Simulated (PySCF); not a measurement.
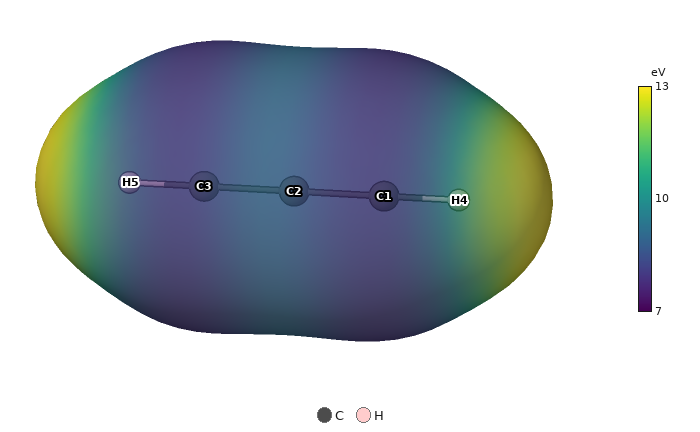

Figure. C3H2, triplet, SMILES `[CH]C#C`. Average local ionisation energy on the surface of electron density 0.001 a.u.

Computed with PySCF, PBE/def2-SVP, geometry: GFN2-xTB. No frequency check shows the geometry to be a minimum. The stability of the open-shell solution wasn't checked. GFN2-xTB doesn't know the spin state, so this open-shell geometry is rough.

Input

```python
import numpy as np
from pyscf import gto, scf, dft
from pyscf.scf import atom_ks, atom_hf
from scipy.linalg import block_diag

def solve(mol, dm0=None, hcore=None):
    mf = (dft.UKS if mol.spin else dft.RKS)(mol, xc='pbe')
    mf.grids.level = 3
    mf = mf.density_fit(auxbasis='def2-universal-jkfit')
    mf.conv_tol, mf.max_cycle = 1e-8, 80
    if hcore is not None:
        mf.get_hcore = lambda *args: hcore
    mf.kernel(dm0)
    if not mf.converged:
        mf = mf.newton().run(mf.mo_coeff, mf.mo_occ, max_cycle=30)
    assert mf.converged, 'SCF not converged'
    return mf

mol = gto.M(atom='''
C     -1.26112     0.00077     0.00000
C      0.00000    -0.00067     0.00000
C      1.26112    -0.00020     0.00000
H     -2.30797    -0.00129     0.00000
H      2.30797     0.00187     0.00000
''', basis='def2-svp', charge=0, spin=2, verbose=4)
mf = solve(mol)
mf.analyze()
# spherically averaged free atoms, for the promolecule
atm = atom_ks.get_atm_nrks(mol, xc='pbe')
pro = block_diag(*[(atm[a[0]][2] * atm[a[0]][3]) @ atm[a[0]][2].T for a in mol._atom])
np.savez('result.npz', e=mf.e_tot, c=mf.mo_coeff, occ=mf.mo_occ, eps=mf.mo_energy, pro=pro, dip=mf.dip_moment(verbose=0), s2=mf.spin_square()[0])
```

Launched as:

```sh
OMP_NUM_THREADS=1 python input.py
```

The run took 4.8 s on 1 thread of Intel(R) Xeon(R) Platinum 8259CL CPU @ 2.50GHz (Skylake/Cascade Lake), on a shared host, peak memory 0.26 GiB.

Partitions, critical points and surface values were worked out afterwards from this run's density.

Locate the minima of the map.

The lowest value is 7.9 eV, 2.0 Å from C3. For comparison, the highest occupied orbital lies at −5.1 eV.

What volume does the surface enclose, and what is the dipole moment?

About 62 Å³; the dipole moment is 0.0 D.
